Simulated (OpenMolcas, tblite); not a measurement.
# CH4OZn (SMILES [CH3][Zn][OH]): the HOMO–LUMO gap, rung by rung

The species is CH4OZn (7 atoms), meant as a singlet with charge 0. As SMILES, `[CH3][Zn][OH]`. The shape is that of a PBE0-D4/def2-TZVP optimisation.

```
atom    x (Å)    y (Å)    z (Å)
   C  -0.9840   0.6563  -0.3301
  Zn   0.5735  -0.4008   0.0473
   O   2.0287  -1.3998   0.2764
   H  -1.7558   0.0477  -0.8057
   H  -0.7348   1.4819  -0.9999
   H  -1.3970   1.0750   0.5900
   H   2.3304  -1.5285   1.1763
```

Quantity: the HOMO–LUMO gap, in eV. The values are calculated.

```csv
level,kind,program,value (eV),CPU time
GFN2-xTB,semi-empirical,tblite,5.08,under 2 s
HF/cc-pVDZ,Hartree–Fock,OpenMolcas,12.71,19 s
SVWN5/cc-pVDZ,LDA,OpenMolcas,5.11,37 s
revPBE/cc-pVDZ,GGA,OpenMolcas,5.03,51 s
TPSS/cc-pVDZ,meta-GGA,OpenMolcas,5.28,69 s
B3LYP/cc-pVDZ,global hybrid,OpenMolcas,6.82,47 s
BHLYP/cc-pVDZ,global hybrid,OpenMolcas,9.40,45 s
B2PLYP/cc-pVDZ,double hybrid,OpenMolcas,9.55,36 s
```

The values span 5.03 to 12.71 eV. Orbital gaps aren't excitation energies, and those of double hybrids come from the SCF part alone; they tend to grow with the share of exact exchange. Times are those of the runs behind each value, whatever else they computed, on shared processors of several kinds: orders of magnitude only.

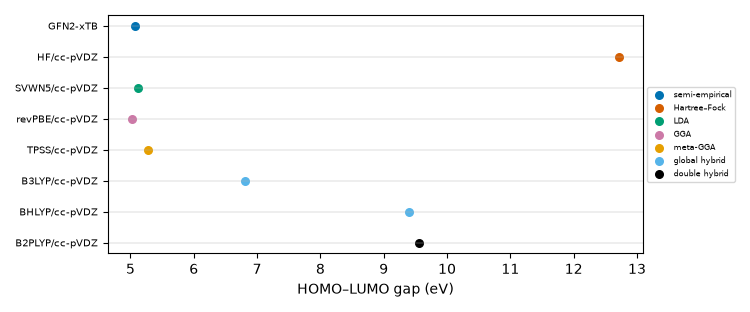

The values of the table, level by level.
